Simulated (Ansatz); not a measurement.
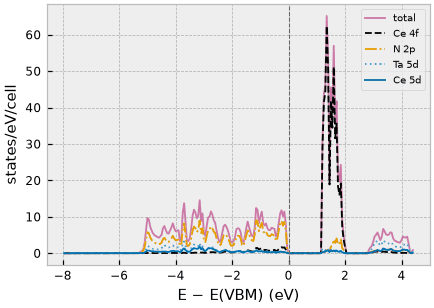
Total and projected density of states of CeTaN3 in space group R3c (No. 161; Ce on 6a, Ta on 6a, N on 18b), plane-wave PAW r²SCAN (Ansatz code)

Task: Which orbitals carry the states next to the gap?

Result: Top 1 eV of the valence band: N 2p 74 %, Ce 4f 13 %. Bottom 1 eV of the conduction band: Ce 4f 91 %, N 2p 5 %. Projections are on Löwdin-orthogonalised atomic valence shells; empty p or d shells of many metals are not among them.

Task: Where is the tallest occupied peak in this window, and what makes it?

Result: Near -3.2 eV, about 15 states/eV per cell; the largest projected share is N 2p.

The start of the workflow was typed in or built on a structure type; neither database checked (COD, Materials Project) lists it. Whether it is the stable phase at ambient conditions was not checked. The r²SCAN relaxation kept the symmetry of its start; its stability against distortions is not shown here. The workflow began spin-polarised and lost its moments. The 4f shell is in the valence. No Hubbard U is applied. Scalar-relativistic: spin–orbit coupling is off unless named, which matters more the heavier the elements.

Potentials: the earlier of the program's two PAW sets. The files were generated under PBE; for other functionals the program regenerates the frozen cores, and for LDA and PBEsol the local potential too.
